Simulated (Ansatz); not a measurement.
## Electronic structure of F$_{2}$GaNO$_{2}$ (SMILES [F][Ga-]1([F])[O]N=[O+]1) in real space

The calculation's input:

```
crystal:
  periodic: [false, false, false]
  atoms:
    - {symbol: F, position_ang: [-1.410630, 0.111618, 1.955319]}
    - {symbol: F, position_ang: [-2.462451, -1.494243, -0.400804]}
    - {symbol: Ga, position_ang: [-2.435516, -0.061691, 0.570880]}
    - {symbol: "N", position_ang: [-3.900286, 1.786610, -0.034994]}
    - {symbol: O, position_ang: [-4.223612, 0.864830, 0.737636]}
    - {symbol: O, position_ang: [-2.737833, 1.649562, -0.460533]}
basis:
  gaussian:
    orbitals: def2-TZVPD
output: {forces: true, orbitals: {seedname: orbitals}}
hamiltonian:
  xc: {name: PBE0}
total_charge: 0
```

Command:

```sh
ansatz run input.yaml --threads 1 --pin off --max-ram 2610MiB --events-out events.jsonl --progress --plain --runs-dir runs
```

Geometry: PBE0-D3(BJ)/def2-SVP.

Level of theory: isolated molecule in a Gaussian basis; Kohn-Sham density functional theory, functional PBE0 (Ansatz 0.2.0).

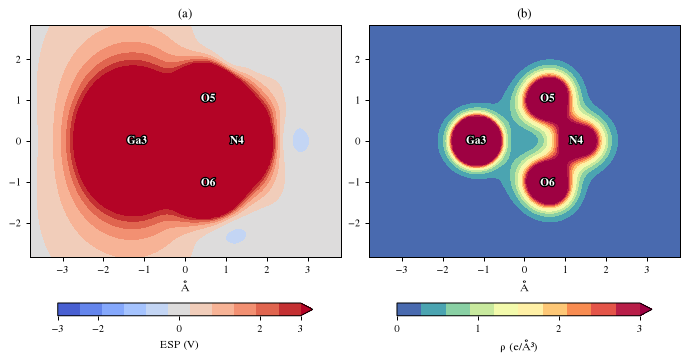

Figure 1. (a) electrostatic potential; (b) electron density on the plane of atoms Ga3, O5 and N4.

**Interpret the plot.**

- The plane passes through Ga, N and O nuclei.
- N–O (1.25 Å): ρ is about 3.3 e/Å³ halfway.
- Ga–O (2.02 Å): ρ is about 0.57 e/Å³ halfway.
- Outside the dense part of the molecule the potential is most negative (−0.3 V) near O5 and O6.

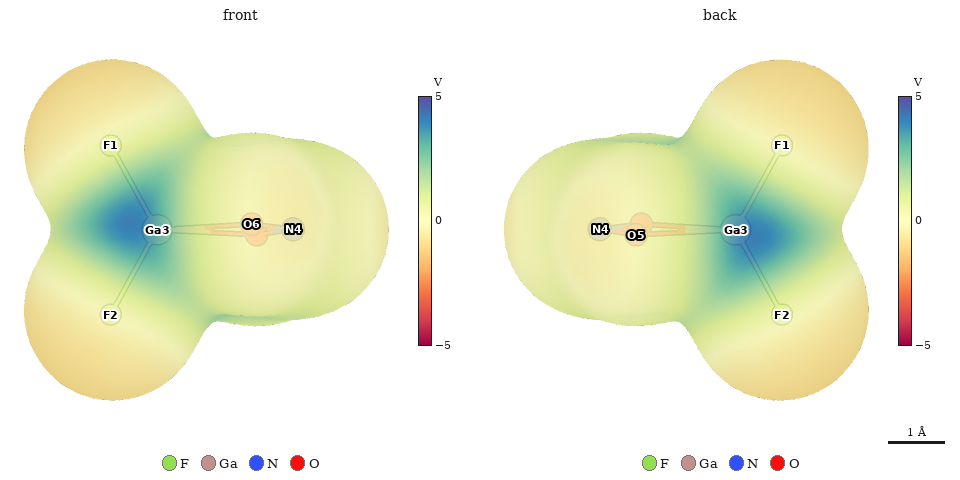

Figure 2. The electrostatic potential painted on the density surface at 0.002 e/bohr³, seen from the front and from behind; red is negative and blue positive.

**Describe the electrostatic potential map.**

The most negative region (about −0.9 V, or −21 kcal/mol for a unit charge) lies over F1 and F2, the most positive (about +4.0 V, or +92 kcal/mol for a unit charge) over Ga3.

**How polar is the molecule by this calculation?**

Its dipole moment is 0.87 D.

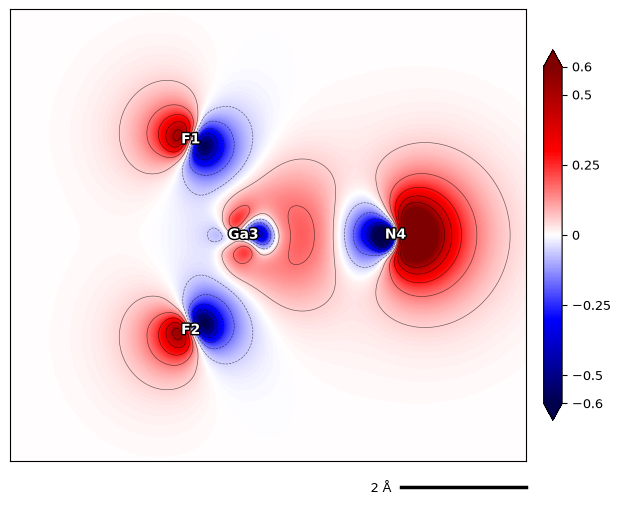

Figure 3. The HOMO on the plane of atoms F1, Ga3 and F2 (values in Å⁻³ᐟ²; the overall sign is arbitrary).

**Where does this orbital lie, and at what energy?**

By Hirshfeld shares it lies mainly on N4 (about 45 %), O5 (about 20 %), O6 (about 20 %), Ga3 (about 10 %), F1 (about 5 %) and F2 (about 5 %). Its energy is −10.06 eV.
